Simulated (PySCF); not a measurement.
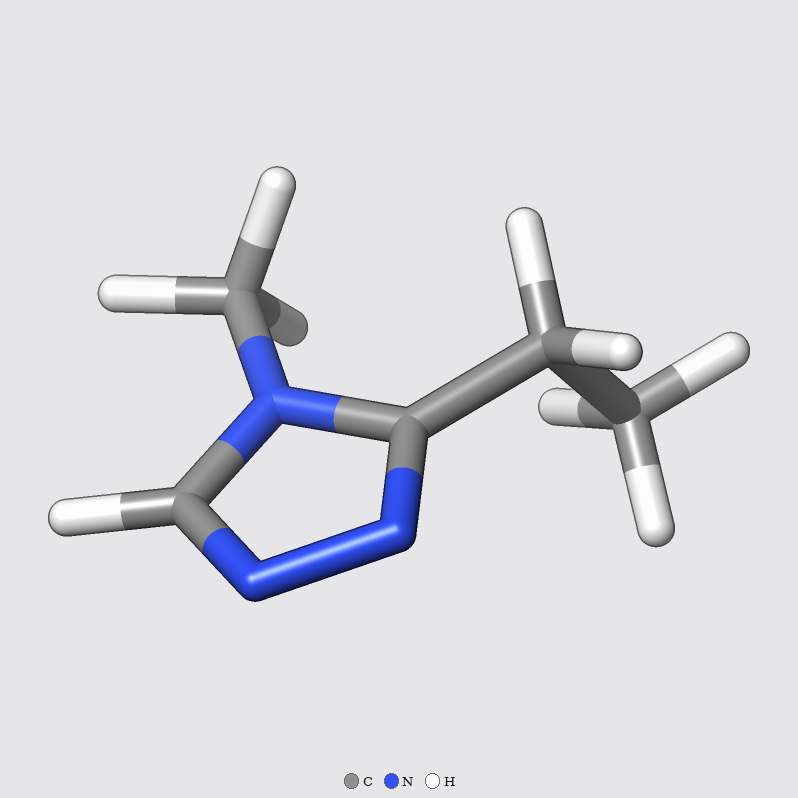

Rendered structure (stick style).

Computed geometry: GFN2-xTB optimisation. No frequency run is at hand to confirm it as a minimum.

> Count the atoms of each element.

C₅H₉N₃, 17 atoms: 5 carbon, 9 hydrogen and 3 nitrogen.

> Describe its rings.

Independent rings (smallest set): 1 of 5 members, 1 of them aromatic.

> Give the symmetry (Schoenflies symbol).

C1.

> What is its SMILES?

CCc1nncn1C

The parts below concern this one geometry. Atoms keep their numbers from picture to picture.

**Dipole moment**

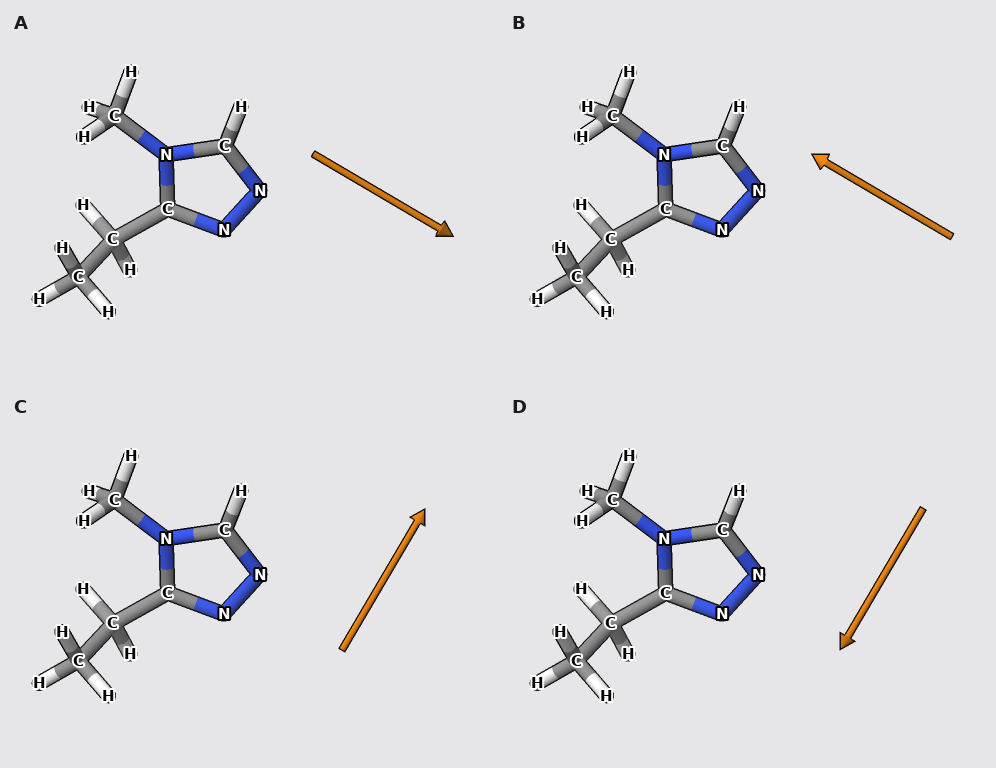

The same molecule four times, each with an arrow. No frequency run is at hand to confirm it as a minimum. Properties computed with CAM-B3LYP/def2-SVPD, gas phase (PySCF 2.14.0).

> Which arrow points along the dipole moment, from the negative to the positive end?

B. The dipole moment is 6.19 D.

**Excitation**

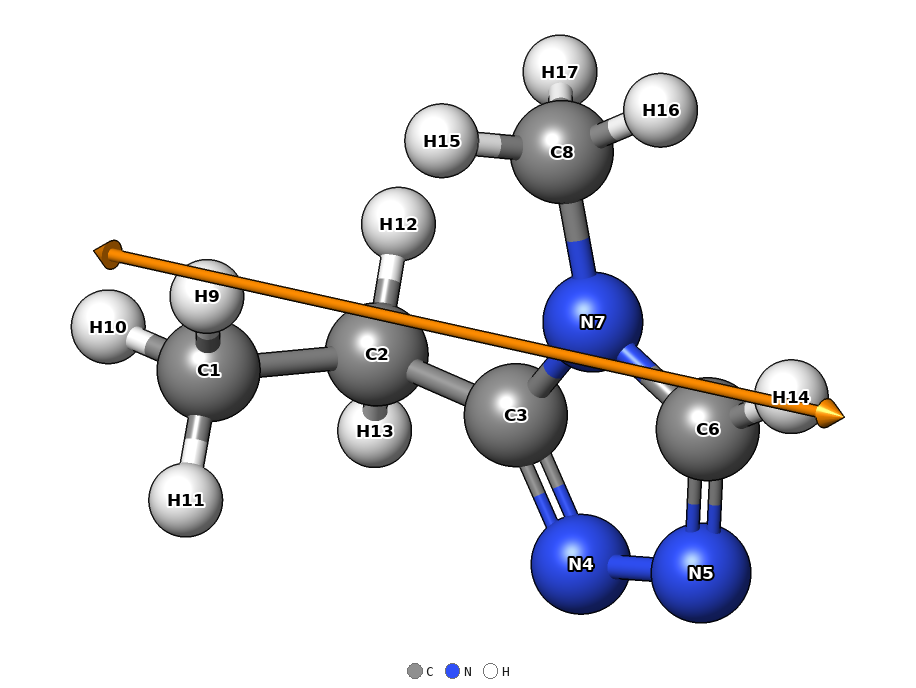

The double arrow shows the direction of the transition dipole to excited singlet state 3 (its length means nothing). No frequency run is at hand to confirm it as a minimum. Method: TDDFT CAM-B3LYP/def2-SVPD, vertical, gas phase, core orbitals frozen in the response (PySCF 2.14.0).

> How is the transition polarised?

Nearly parallel to the N4–N5 bond.

> Where does the transition lie, and how strong is it?

6.79 eV (183 nm), oscillator strength 0.094, mainly HOMO−1 → LUMO (weight 0.67); transition dipole 1.92 D.

**Polarisability**

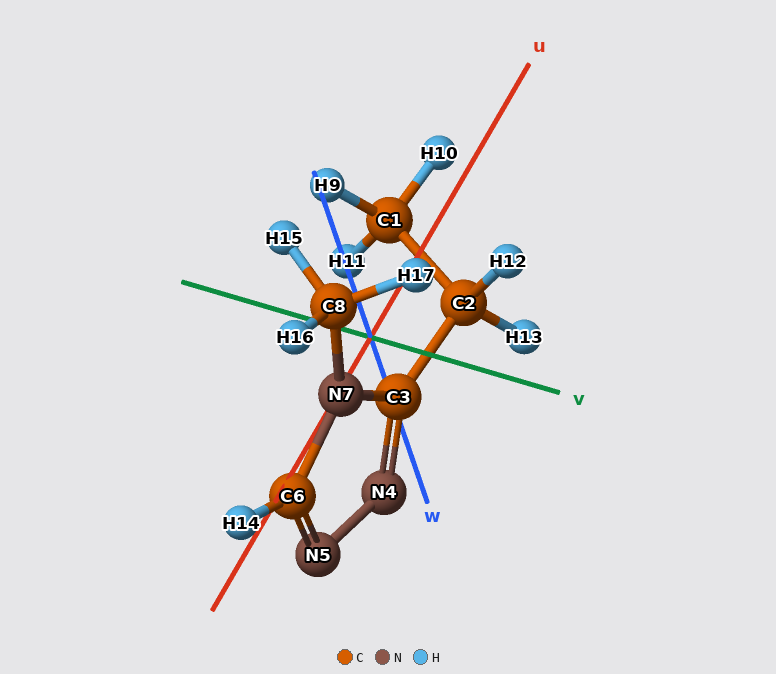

The lines u, v and w are the principal axes of the static dipole polarisability. No frequency run is at hand to confirm it as a minimum. Level of theory: CAM-B3LYP/def2-SVPD (PySCF 2.14.0).

> Along which axis is the molecule most polarisable, and along which least?

Most along u (nearly parallel to the C2–C3 bond), least along v.

> Give the three principal values.

u 90.5, v 58.3, w 81.3 bohr³; mean 76.7, anisotropy 28.7 bohr³.
